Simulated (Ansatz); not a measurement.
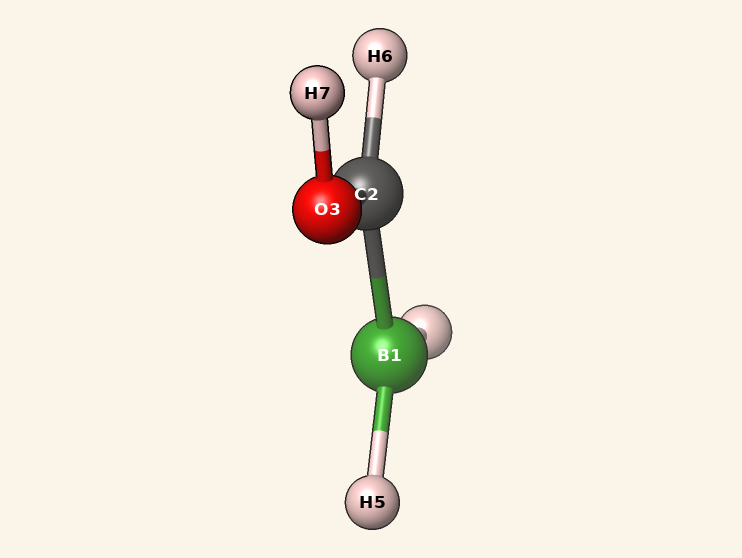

C2 lies behind O3. The molecule seen a little off the O3–C2 bond, O3 in front. Atoms fade into the background with distance from the viewer. State: neutral, doublet. The computed structure is the end point of a PBE-D4/def2-SVP optimisation. No frequency run is at hand to confirm it as a minimum.

What is the torsion angle H7–O3–C2–B1? The sign is positive where the front bond must turn clockwise to cover the back bond.

Answer. 180°, antiperiplanar (anti).
